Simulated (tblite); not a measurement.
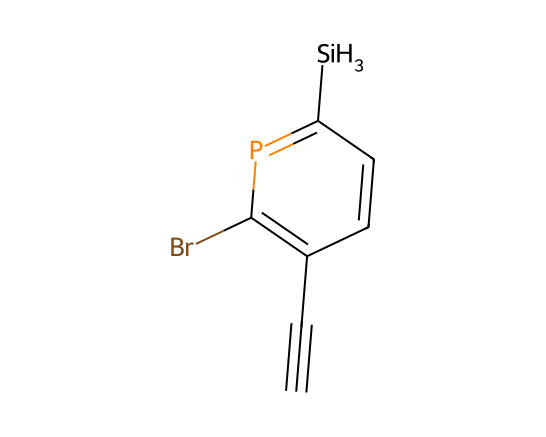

Figure made from data computed with tblite.

Give its SMILES.

C#Cc1ccc([SiH3])pc1Br

What is the molecular formula?

C7H6BrPSi.
